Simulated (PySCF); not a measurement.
## Electronic structure of H₂P₂ (phosphanylidenephosphane) in real space

Input file:

```
{"job": {"kind": "nmr", "xc": "PBE0", "basis": "pcSseg-1"}, "charge": 0, "multiplicity": 1}
P     -0.964514    -0.707960    -0.381589
P      0.982801    -0.710207     0.209360
H     -1.253943     0.689763    -0.244594
H      1.151142     0.687080     0.481834
```

Launched as:

```sh
OMP_NUM_THREADS=1 python probes_run.py task.json out
```

Geometry: PBE0-D3(BJ)/def2-SVP.

Computed with PySCF 2.14.0, PBE0/pcSseg-1, SCF density, gas phase, non-relativistic.

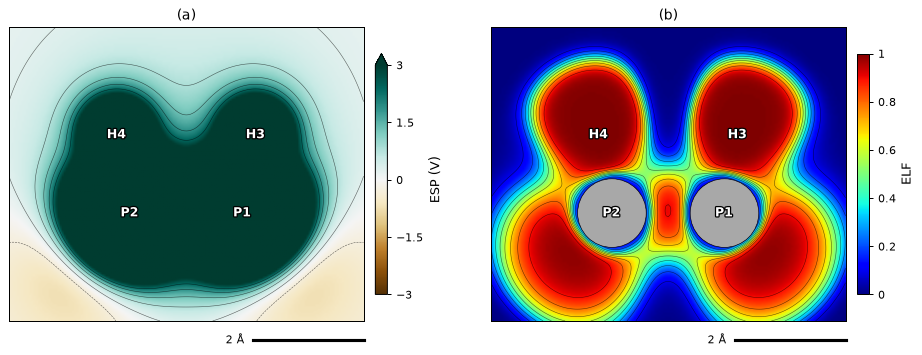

Figure 1. (a) electrostatic potential; (b) ELF on the molecular plane. Grey discs cover the atomic cores in the ELF map.

> Describe what can be read from this map.

- Atoms in the plane: P and H.
- P–P (2.04 Å): the ELF peaks at about 0.90 between the atoms: localised, covalent bonding.
- P–H (1.43 Å): the ELF climbs to about 1 towards the hydrogen, as it does in any bond to H.
- The ELF also peaks beside P2 and P1, away from the bonds: lone-pair regions.
- Outside the dense part of the molecule the potential is most negative (−0.7 V) near P1 and P2.

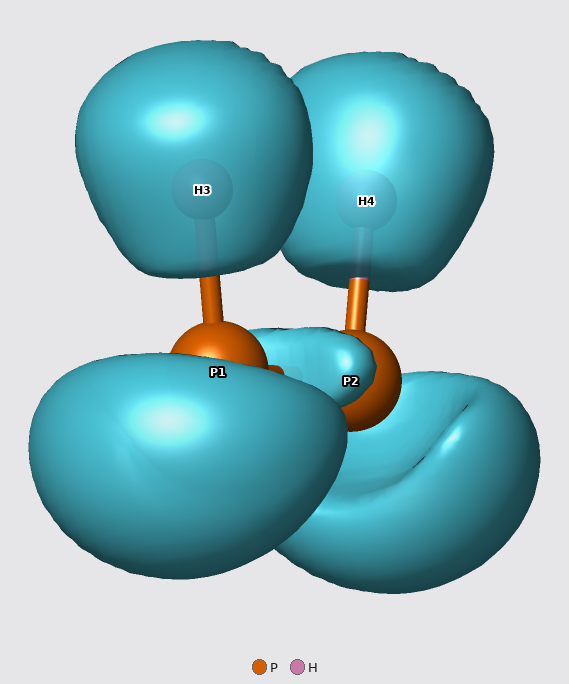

Figure 2. Isosurface of the ELF at 0.85 (cyan), seen at an oblique angle. Core shells and regions of very low density are left out.

> Where are the electrons localised?

The ELF exceeds this value in one region between bonded P–P atoms (shared pairs), two regions around hydrogen nuclei and two lobes on P, pointing away from the bonds (lone pairs).

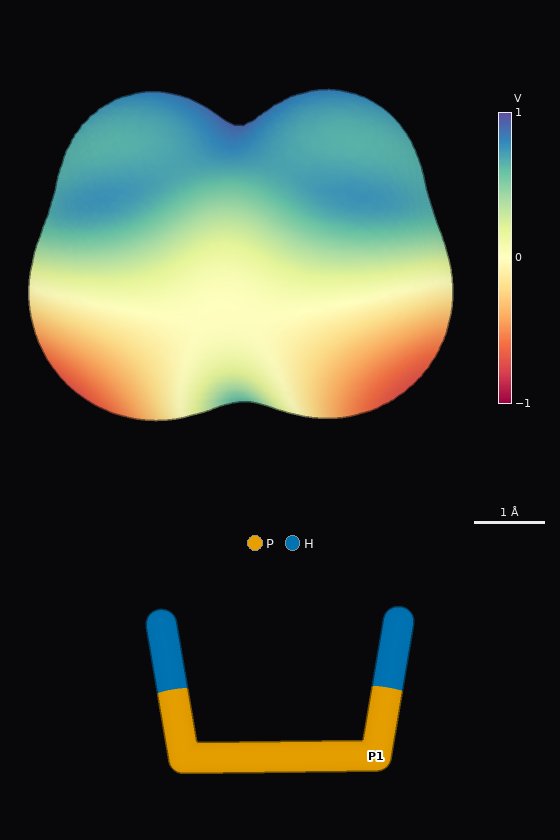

Figure 3. The molecular electrostatic potential painted on the density surface at 0.002 e/bohr³, seen across its widest extent; red is negative and blue positive. The bare structure is drawn below in the same view.

> Where is the surface potential most negative and most positive?

The most negative region (about −0.7 V) lies over P1 and P2, the most positive (about +0.9 V) over H3 and H4.

> What dipole moment does the calculation give?

Its dipole moment is 1.62 D.
